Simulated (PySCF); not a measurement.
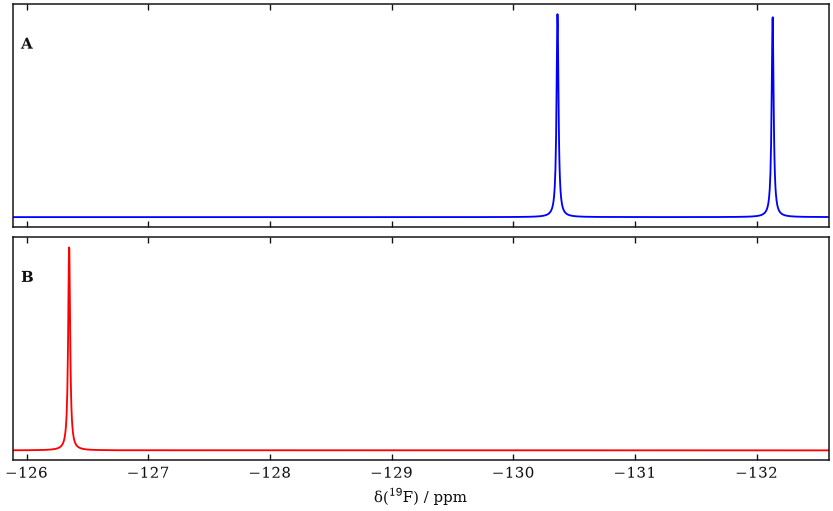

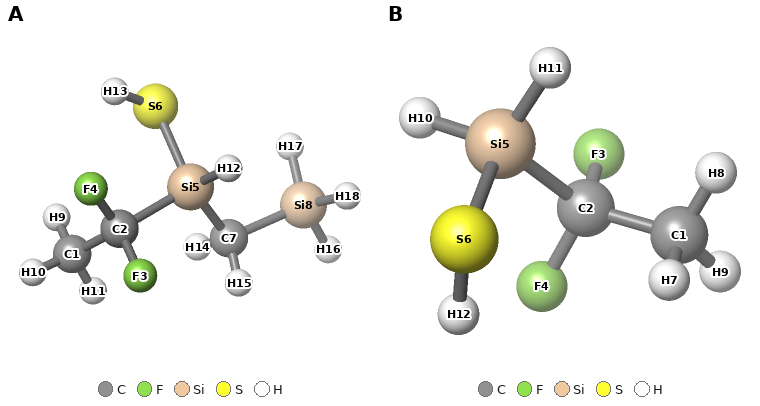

Related molecules: A is C₃H₁₀F₂SSi₂, SMILES CC(F)(F)[Si@H](S)C[SiH3]; B is C₂H₆F₂SSi, SMILES CC(F)(F)[SiH2]S. GIAO ¹⁹F shifts against CFCl₃ (¹⁹F: this reference is a hard case for the method, so all values can be off together by tens of ppm, and differences between signals are safer), PBE0/pcSseg-1 in PySCF, at a GFN2-xTB geometry (no frequency check); fully decoupled, line heights follow the number of nuclei within a panel, widths are arbitrary (no quadrupolar broadening); values of one conformer, averaged over nuclei that symmetry or rotation about single bonds exchange, these motions taken as fast; other conformers aren't averaged in.

> Assign the ¹⁹F signals of each molecule.

A: −130.4 (F4); −132.1 (F3)
B: −126.4 (F3, F4)

The order of signals that lie close, as those under 3 ppm apart, is within the error of the method.

Caveats, for all or some of the runs: the tight-binding geometry is rougher than a DFT one and adds to the error.
